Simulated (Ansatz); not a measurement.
Band structure of Sr2CrInO6 (Fm-3m, 10 atoms in the cell).

```xyz
10
Lattice="0.0000 4.0240 4.0240 4.0240 0.0000 4.0240 4.0240 4.0240 0.0000" Properties=species:S:1:pos:R:3 pbc="T T T"
Sr     2.0120     2.0120     2.0120
Sr     6.0360     6.0360     6.0360
Cr     0.0000     0.0000     0.0000
In     4.0240     4.0240     4.0240
O      1.8931     4.0240     4.0240
O      6.1549     4.0240     4.0240
O      4.0240     1.8931     4.0240
O      4.0240     6.1549     4.0240
O      4.0240     4.0240     1.8931
O      4.0240     4.0240     6.1549
```
Moments meant for the start (each program seeds them in its own way; μB, in the order of the atoms Sr Sr Cr In O O O O O O): 0.0 0.0 3.0 0.0 0.0 0.0 0.0 0.0 0.0 0.0.

Method: PBEsol, default PAW files made with PBE (plane waves; Ansatz, a quantum-chemistry and plane-wave program).

Settings: kpoints.mp_grid.grid = 5 5 5; hamiltonian.xc = pbesol; hamiltonian.pseudopotentials = {kind: paw} (the program's default PAW files); magnetization.spin_polarized = true; scf.occupations.method = cold; scf.occupations.width = 0.272 eV; kpoints.band_path.npoints = 16.

The starting cell comes from a database of computed structures (which also holds hypothetical and non-ambient phases and stackings), without a prior relaxation at this level. With one magnetic atom in the cell only a parallel order is possible.

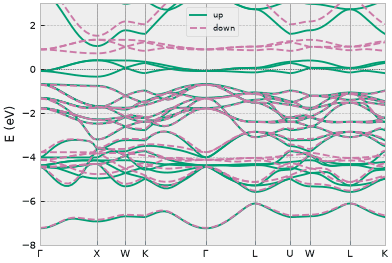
*Bands along the path, energies from the Fermi level.*

Levels in eV from the Fermi level, bands 39 to 46 of the first spin channel:
```tsv
point	39	40	41	42	43	44	45	46
Γ	-0.69	-0.69	-0.69	-0.09	-0.09	-0.09	3.53	3.54
X	-1.69	-1.69	-0.76	-0.35	0.40	0.40	1.04	3.54
W	-1.76	-1.21	-1.21	0.05	0.05	0.39	1.76	2.97
K	-1.53	-1.47	-0.98	-0.19	0.27	0.33	1.60	3.14
L	-1.12	-1.07	-1.07	-0.15	0.05	0.05	2.72	2.72
U	-1.53	-1.47	-0.98	-0.19	0.27	0.33	1.60	3.14
```

Bands cross the Fermi level along this path, so the cell is metallic at this level.

The net moment of the cell came out as 1.00 μB.

Keys are those of Ansatz 0.2.
